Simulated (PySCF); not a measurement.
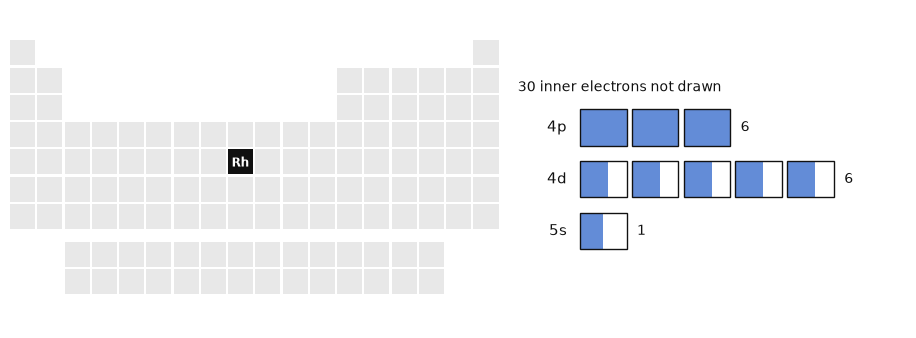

Figure 1. Left, the place of rhodium in the periodic table; right, the outer shells of the nominal configuration: a box for each of the 2l + 1 orbitals, shaded by the share of the shell that is filled, with the electron count at the right.

**Atomic calculation for Rh²⁺**

- system: Rh²⁺, configuration 1s2 2s2 2p6 3s2 3p6 3d10 4s2 4p6 4d6 5s1, multiplicity 6.
- method: unrestricted r2SCAN, aug-cc-pVTZ-DK, spin-free X2C-1e, Gaussian nucleus (PySCF)

Summary:

| quantity | value |
| --- | --- |
| outcome | converged |
| total energy | −4782.3401 hartree |
| ⟨S²⟩ | 8.751 |
| ⟨L²⟩ | 6.01 |
| SCF iterations | 6 |
| hardware | 1 CPU thread, shared host |
| CPU time | 8.2 s (integrals apart) |

Remarks:

This is not the ground configuration of the species.

Input:
```python
from pyscf import gto, scf, dft, mp, cc
import basis_set_exchange as bse
mol = gto.M(atom="Rh 0 0 0", charge=2, spin=5, symmetry="D2h",
            basis=gto.basis.parse(bse.get_basis("aug-cc-pVTZ-DK", elements=["Rh"], fmt="nwchem")),
            nucmod="G")
mf = dft.UKS(mol, xc="R2SCAN").sfx2c1e()
mf.irrep_nelec = {'Ag': (9, 6), 'B1g': (2, 2), 'B2g': (2, 1), 'B3g': (2, 1), 'B1u': (3, 3), 'B2u': (3, 3), 'B3u': (3, 3)}
mf.kernel()
```

The script is an equivalent of what the driver set up; the driver started from orbitals of its own, so the log can be shorter than this script's would be, and it computed the properties (radii, ⟨L²⟩, response) afterwards. It held the occupations shell by shell, which the script's counts by irreducible representation don't always enforce.

Log (extracts):
```
damping factor = 0
level_shift factor = 0
DIIS = <class 'pyscf.scf.diis.CDIIS'>
diis_start_cycle = 1
diis_space = 10
diis_damp = 0
SCF conv_tol = 1e-09
SCF conv_tol_grad = None
number electrons alpha = 24  beta = 19
XC functionals = R2SCAN
    J. W. Furness, A. D. Kaplan, J. Ning, J. P. Perdew, and J. Sun.,  J. Phys. Chem. Lett. 11, 8208-8215 (2020)
    J. W. Furness, A. D. Kaplan, J. Ning, J. P. Perdew, and J. Sun.,  J. Phys. Chem. Lett. 11, 9248-9248 (2020)
    J. W. Furness, A. D. Kaplan, J. Ning, J. P. Perdew, and J. Sun.,  J. Phys. Chem. Lett. 11, 8208-8215 (2020)
    J. W. Furness, A. D. Kaplan, J. Ning, J. P. Perdew, and J. Sun.,  J. Phys. Chem. Lett. 11, 9248-9248 (2020)
cycle= 1 E= -4782.33991626758  delta_E= -0.0109  |g|= 0.0413  |ddm|= 0.246
cycle= 2 E= -4782.34011922117  delta_E= -0.000203  |g|= 0.011  |ddm|= 0.0496
cycle= 3 E= -4782.34013072538  delta_E= -1.15e-05  |g|= 0.00278  |ddm|= 0.00913
cycle= 4 E= -4782.34013229511  delta_E= -1.57e-06  |g|= 0.000619  |ddm|= 0.00328
cycle= 5 E= -4782.34013241632  delta_E= -1.21e-07  |g|= 1.58e-05  |ddm|= 0.00104
cycle= 6 E= -4782.34013241646  delta_E= -1.47e-10  |g|= 1.47e-06  |ddm|= 5.49e-05
converged SCF energy = -4782.34013241646  <S^2> = 8.7511398  2S+1 = 6.0003799
```

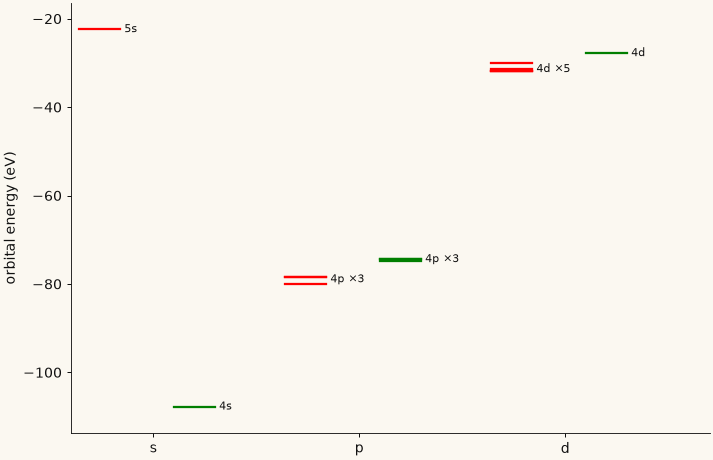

Figure 2. Orbital energies of the mean field, from the top down to −107.8 eV, by angular momentum, α spin at the left of each column and β at the right; ×n counts the orbitals under one label. Empty levels that the record names by l alone aren't drawn. The highest filled orbital is 5s α at −22.4 eV, the lowest empty one d β at −26.6 eV.
